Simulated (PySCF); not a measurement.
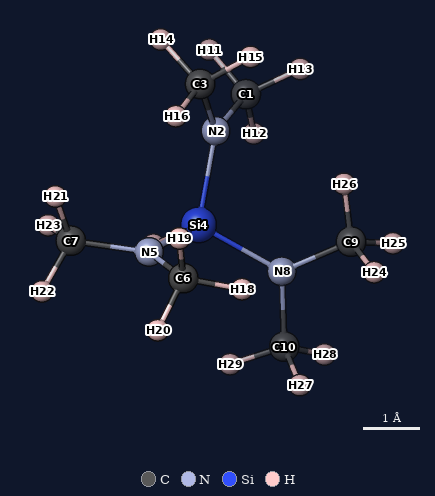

Fig. 1: The structure as given in the input (ball-and-stick view, seen at a tilt; atoms are numbered from 1 in the order of the input).

**What a change does: NMR shielding calculation on C6H19N3Si**

System: C6H19N3Si, SMILES CN(C)[SiH](N(C)C)N(C)C.
Method of run 1: GIAO PBE0/pcSseg-1 NMR shielding, non-relativistic, gas phase (PySCF 2.14.0).

The geometry comes from this level: PBE0-D3(BJ)/def2-SVP. Text and figures count atoms from 1; the logs count them from 0 in places.

The input, run 1:
```
{"job": {"kind": "nmr", "xc": "PBE0", "basis": "pcSseg-1"}, "charge": 0, "multiplicity": 1}
C      2.659945     0.769403     0.410435
N      1.608369    -0.159262     0.094661
C      2.004494    -1.274318    -0.718943
Si     0.004610     0.087597     0.706110
N     -0.988041    -1.301076     0.403823
C     -1.815224    -1.432458    -0.764045
C     -0.907682    -2.474235     1.230428
N     -0.659582     1.516156    -0.014448
C     -0.234915     2.051646    -1.278577
C     -1.787944     2.181302     0.578361
H      3.505975     0.276478     0.929261
H      2.286000     1.567259     1.071437
H      3.073318     1.261381    -0.493179
H      2.809783    -1.869905    -0.243723
H      2.382014    -0.955468    -1.711667
H      1.148289    -1.943455    -0.885936
H      0.035676     0.295073     2.189927
H     -1.879903    -0.468936    -1.291126
H     -1.431583    -2.186158    -1.482759
H     -2.846258    -1.736824    -0.497188
H     -0.417237    -3.329311     0.720936
H     -1.912346    -2.817178     1.545813
H     -0.330078    -2.263373     2.144365
H     -1.029285     1.994978    -2.050724
H      0.057569     3.117181    -1.194694
H      0.636006     1.492430    -1.650422
H     -2.706802     2.089819    -0.035718
H     -1.596710     3.263145     0.719783
H     -2.012679     1.754075     1.568305
```

The first line tells a small driver script what to run in PySCF; the rest is the geometry in Å.

Hardware: 1 CPU thread, shared host.

Output, shortened to warnings, some set-up lines, iterations and results (run 1):
```
coarse grid: 23112 points
[...]
cycle   1  E = -693.0788082842  dE =  8.592e-01  |g| = 5.149e-01  |ddm| = 4.594e+00
cycle   2  E = -693.0437037954  dE =  3.510e-02  |g| = 6.594e-01  |ddm| = 1.293e+00
cycle   3  E = -693.1445533194  dE = -1.008e-01  |g| = 7.165e-02  |ddm| = 7.839e-01
cycle   4  E = -693.1453834048  dE = -8.301e-04  |g| = 2.924e-02  |ddm| = 6.874e-02
cycle   5  E = -693.1455631491  dE = -1.797e-04  |g| = 5.674e-03  |ddm| = 2.133e-02
cycle   6  E = -693.1455695774  dE = -6.428e-06  |g| = 9.565e-04  |ddm| = 5.051e-03
cycle   7  E = -693.1988390590  dE = -4.653e-05  |g| = 1.127e-02  |ddm| = 3.397e-02
cycle   8  E = -693.1988237669  dE =  1.529e-05  |g| = 1.391e-02  |ddm| = 2.378e-02
cycle   9  E = -693.1988708456  dE = -4.708e-05  |g| = 1.300e-03  |ddm| = 1.371e-02
cycle  10  E = -693.1988711756  dE = -3.301e-07  |g| = 2.300e-04  |ddm| = 1.110e-03
cycle  11  E = -693.1988711861  dE = -1.045e-08  |g| = 4.577e-05  |ddm| = 2.376e-04
cycle  12  E = -693.1988711866  dE = -4.479e-10  |g| = 1.752e-05  |ddm| = 8.706e-05
converged SCF energy = -693.1988711866

GIAO shielding tensors (ppm)
atom      isotropic    diamagn.    paramagn.     s11        s22        s33       span
  0 C      148.598     243.413     -94.815    122.899    138.087    184.807     61.908
  1 N      236.060     333.782     -97.721    208.212    224.585    275.384     67.172
  2 C      147.462     246.087     -98.625    122.596    135.586    184.203     61.608
  3 Si     376.659     887.471    -510.812    352.479    385.951    391.548     39.069
  4 N      235.403     333.928     -98.525    210.948    222.706    272.555     61.607
  5 C      147.697     246.721     -99.024    122.444    136.792    183.855     61.411
  6 C      148.072     242.752     -94.679    121.905    137.867    184.446     62.541
  7 N      235.754     333.677     -97.923    211.016    223.734    272.513     61.498
  8 C      147.584     246.669     -99.085    121.764    137.299    183.690     61.925
  9 C      148.413     242.793     -94.380    122.293    138.322    184.624     62.331
 10 H       29.033      28.575       0.458     24.051     26.183     36.865     12.814
 11 H       28.685      30.895      -2.210     23.847     27.610     34.598     10.751
 12 H       29.021      29.638      -0.616     24.017     27.186     35.860     11.843
 13 H       29.091      29.898      -0.807     24.643     26.067     36.563     11.920
 14 H       29.043      31.015      -1.972     24.232     26.914     35.983     11.751
 15 H       28.684      33.588      -4.904     23.546     30.015     32.490      8.944
 16 H       26.785      34.626      -7.841     24.290     24.407     31.658      7.369
 17 H       28.637      33.769      -5.132     23.525     29.829     32.559      9.034
 18 H       29.026      31.317      -2.292     24.075     27.197     35.805     11.731
 19 H       29.128      30.154      -1.026     24.726     26.084     36.573     11.848
 20 H       28.990      29.317      -0.326     23.622     27.472     35.877     12.255
 21 H       29.037      28.400       0.637     23.991     26.308     36.811     12.820
 22 H       28.569      30.437      -1.869     24.060     26.924     34.722     10.662
 23 H       29.048      31.148      -2.100     24.115     27.093     35.936     11.821
 24 H       29.082      30.182      -1.100     24.634     26.099     36.514     11.880
 25 H       28.488      33.851      -5.362     23.677     29.670     32.118      8.441
 26 H       29.030      29.358      -0.329     23.770     27.257     36.062     12.293
 27 H       29.044      28.439       0.605     24.012     26.263     36.857     12.845
 28 H       28.563      30.514      -1.951     23.906     27.152     34.631     10.725
```

Run 2 used a changed input.

The two runs side by side:

```csv
quantity,run 1,run 2
outcome,converged,converged
total energy (hartree),−693.198871,−703.118707
HOMO (eV),−5.87,−4.71
LUMO (eV),1.14,0.16
dipole moment (D),0.72,0.68
shielding of N2 (ppm),236.1,224.2
shielding of C3 (ppm),147.5,145.0
shielding of Si4 (ppm),376.7,389.1
shielding of N5 (ppm),235.4,223.5
shielding of C6 (ppm),147.7,145.3
shielding of N8 (ppm),235.8,223.8
shielding of C9 (ppm),147.6,145.3
SCF iterations,12,15
basis functions,272,272
wall time (shared host),2 min,2.7 min
```

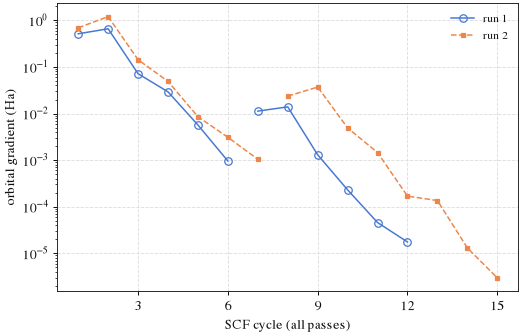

Fig. 2: Convergence of the two runs: orbital gradient against the SCF cycle. A break in a curve parts two SCF passes (coarse and final grid). Run 1 takes 12 cycles in all, and run 2 takes 15.

Which change of the input explains these differences?

The change (lines with − go, lines with + come):
```diff
-"xc": "PBE0"
+"xc": "KT2"
+"pop": false
```

The total energies belong to different methods, so their difference says nothing on which is more stable or more accurate. The HOMO goes from −5.87 to −4.71 eV. The LUMO goes from 1.14 to 0.16 eV. The dipole moment goes from 0.72 to 0.68 D. Of all shieldings, the largest change is that of Si4, by +12.5 ppm. The functional changes from PBE0 to KT2. Exact exchange removes part of the self-interaction error of semilocal functionals, which pushes filled and empty levels apart. The SCF takes 15 iterations against 12.

Output, shortened to warnings, some set-up lines, iterations and results (run 2):
```
coarse grid: 23112 points
[...]
cycle   1  E = -702.9977116755  dE =  7.005e-01  |g| = 6.903e-01  |ddm| = 4.636e+00
cycle   2  E = -702.7558879190  dE =  2.418e-01  |g| = 1.206e+00  |ddm| = 2.549e+00
cycle   3  E = -703.1241530641  dE = -3.683e-01  |g| = 1.429e-01  |ddm| = 1.849e+00
cycle   4  E = -703.1283099364  dE = -4.157e-03  |g| = 4.892e-02  |ddm| = 1.659e-01
cycle   5  E = -703.1288137176  dE = -5.038e-04  |g| = 8.547e-03  |ddm| = 3.800e-02
[... 5 lines ...]
cycle  11  E = -703.1187060583  dE = -4.534e-06  |g| = 1.451e-03  |ddm| = 5.804e-03
cycle  12  E = -703.1187065405  dE = -4.822e-07  |g| = 1.688e-04  |ddm| = 1.241e-03
cycle  13  E = -703.1187065430  dE = -2.478e-09  |g| = 1.356e-04  |ddm| = 3.087e-04
cycle  14  E = -703.1187065470  dE = -3.995e-09  |g| = 1.307e-05  |ddm| = 1.475e-04
cycle  15  E = -703.1187065470  dE = -4.684e-11  |g| = 2.963e-06  |ddm| = 2.340e-05
converged SCF energy = -703.1187065470

GIAO shielding tensors (ppm)
atom      isotropic    diamagn.    paramagn.     s11        s22        s33       span
  0 C      146.471     245.356     -98.886    119.472    135.465    184.477     65.005
  1 N      224.195     333.808    -109.613    198.863    210.243    263.479     64.615
  2 C      144.989     247.747    -102.758    118.338    133.064    183.564     65.226
  3 Si     389.136     891.246    -502.110    362.648    399.281    405.479     42.831
  4 N      223.509     333.945    -110.436    201.115    208.690    260.722     59.608
  5 C      145.291     248.347    -103.056    118.370    134.319    183.184     64.814
  6 C      146.044     244.692     -98.648    118.390    135.849    183.892     65.502
  7 N      223.804     333.707    -109.903    202.087    209.028    260.296     58.209
  8 C      145.263     248.321    -103.058    117.533    135.213    183.044     65.511
  9 C      146.404     244.698     -98.294    118.721    136.341    184.150     65.428
 10 H       28.850      28.470       0.380     23.932     26.127     36.490     12.557
 11 H       28.428      31.456      -3.028     23.843     27.290     34.151     10.308
 12 H       28.790      29.797      -1.007     23.713     27.205     35.452     11.739
 13 H       28.905      29.761      -0.856     24.407     26.124     36.184     11.777
 14 H       28.809      31.140      -2.331     23.946     26.908     35.572     11.626
 15 H       28.512      34.342      -5.830     23.840     29.682     32.014      8.175
 16 H       26.393      34.735      -8.342     23.961     24.014     31.204      7.243
 17 H       28.436      34.540      -6.103     23.745     29.497     32.067      8.321
 18 H       28.775      31.439      -2.664     23.736     27.162     35.428     11.692
 19 H       28.962      29.999      -1.037     24.542     26.159     36.184     11.642
 20 H       28.758      29.501      -0.744     23.326     27.445     35.502     12.177
 21 H       28.874      28.308       0.566     23.908     26.270     36.445     12.537
 22 H       28.314      30.961      -2.647     24.059     26.633     34.250     10.191
 23 H       28.806      31.229      -2.423     23.769     27.085     35.565     11.797
 24 H       28.904      30.057      -1.153     24.401     26.178     36.133     11.732
 25 H       28.251      34.627      -6.376     23.859     29.270     31.623      7.764
 26 H       28.810      29.552      -0.742     23.497     27.255     35.678     12.181
 27 H       28.876      28.344       0.531     23.922     26.209     36.495     12.573
 28 H       28.307      31.027      -2.720     23.902     26.853     34.165     10.263
```
